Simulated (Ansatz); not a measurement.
## Fields on a plane of SiC (zinc blende)

```
SiC
1.0
    0.00000     2.17839     2.17839
    2.17839     0.00000     2.17839
    2.17839     2.17839     0.00000
C Si
1 1
Direct
  0.75000   0.75000   0.75000
  0.00000   0.00000   0.00000
```

The slice is a {111} plane (indices of the conventional cell) through the point (0.000, 0.000, 0.000) (fractional), spanned by u = [100] and v = [-1 2 0] in vectors of this cell: u (3.08 Å) and v (5.34 Å, at 90° to u). It covers one period; positions are fractions (u, v).

Atoms on it: Si at (0.00, 0.00); Si at (0.50, 0.50). Other atoms lie within 1 Å of the plane.

The numbers are results of PBEsol (plane waves to 420 eV, PAW, scalar-relativistic; Ansatz, a program for electronic structure), not measurements. k mesh 13×13×13. Near the nuclei the fields are pseudised (PAW); where an atom keeps semicore shells as valence, they peak there. SiC was relaxed with its symmetry unable to fall.

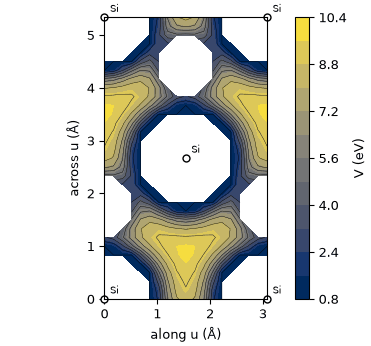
Figure. Electrostatic potential energy of an electron, from the cell's mean, in eV, one period of the plane, atoms marked. Points within 0.8 Å of a nucleus are left white, as the pseudised field means little there. Values under 1 eV are set to 1. The zero, the cell's mean, hangs on the PAW cores.

```
|xxxxxx55889999888877888899998855xxxx|
|xxxx337799999999888888999999997733xx|
|001155889999999988888899999999885511|
|113366889999998888778888999999886633|
|334466889999998877777788999999886644|
|333355778888888877777788888888775533|
|222244667777888888888888887777664422|
|111122446677888899999988887766442211|
|000011335577889999999999887755331100|
|000011224466889999999999886644221100|
|000000223366779999999999776633220000|
|000011113344667788888877664433111100|
|111111223333333344444433333333221111|
|3333334433221111xxxxxx11112233443333|
|55556666553311xxxxxxxxxx113355666655|
|66777788775522xxxxxxxxxx225577887777|
|77888899998855xxxxxxxxxx558899998888|
|8888999999997733xxxxxx33779999999988|
|888899999999885511001155889999999988|
|778888999999886633113366889999998888|
|777788999999886644334466889999998877|
|777788888888775533333355778888888877|
|888888887777664422222244667777888888|
|999988887766442211111122446677888899|
|999999887755331100000011335577889999|
|999999886644221100000011224466889999|
|999999776633220000000000223366779999|
|888877664433111100000011113344667788|
|444433333333221111111111223333333344|
|xxxx111122334433333333334433221111xx|
|xxxxxx11335566665555556666553311xxxx|
|xxxxxx22557788777766777788775522xxxx|
```
Scale: ten equal steps from 0.06 (start of '0') to 0.89 (end of '9'), in the order '0123456789'. Values: electron localisation function (ELF). The map has 18 points along u (two characters each, u = 0 at the left) and 32 along v (v = 0 in the bottom row). Points within 0.4 Å of a nucleus are blanked (x), as the pseudised field means little there.
